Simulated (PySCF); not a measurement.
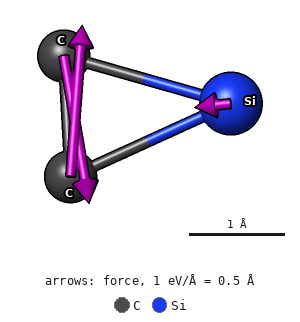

Starting geometry of SiC2 with the computed forces as purple arrows. Style: ball-and-stick. Shown at a tilt.

The start comes from GFN2-xTB. Its atoms were then displaced at random by about 0.01 Å.

All numbers below come from PBE0-D3(BJ)/def2-SVP geometry optimisation, gas phase in PySCF. 

Is this structure relaxed? If not, where do the atoms go?

Answer. It isn't relaxed: the largest force vector, on C atoms, is 3.32 eV/Å. The final displacements follow the starting forces only in part (cosine between the two patterns 0.79). After 9 geometry steps the energy has fallen by 9.43 kJ/mol. The largest move after the best rigid fit is that of a C atom, 0.039 Å. By element the largest moves are C 0.039 Å, Si 0.022 Å. Among the contacts that change: C–Si 1.901 → 1.845 Å, C–C 1.321 → 1.271 Å, C–Si 1.862 → 1.846 Å. Among the angles between lasting bonds that change: C–C–Si 67.8° → 69.9°. The run took 5 s on 1 thread of Arm Neoverse V1 (shared host).
